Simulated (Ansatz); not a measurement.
# Carrier doping in ZrS2

The reference is ZrS₂ in the CdI2 type structure (space group P-3m1, No. 164; a = 3.674 Å, c = 5.861 Å; layered, stacked along the Cartesian z axis).

Carriers are added at fixed cell with a uniform background; the Fermi–Dirac width is that of 300 K.

Method: r2SCAN+rVV10 (Ansatz, a quantum-chemistry and plane-wave program), spin-orbit coupling left out.

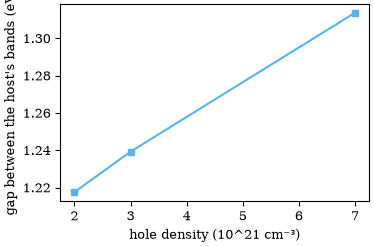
Figure: Gap between the host's bands against hole density

Q: From the plot, what is the gap between the host's bands for holes 7.0×10^21 cm⁻³?

A: About 1.31 eV.

Q: Is the trend monotonic over the range shown?

A: Yes, it rises throughout, spanning 1.22 eV to 1.31 eV.

Carriers are added with a uniform compensating background; total energy and stress of such cells depend on the potential's zero and are not compared; many-body gap narrowing is missing at this level. Stability against distortions was not tested.
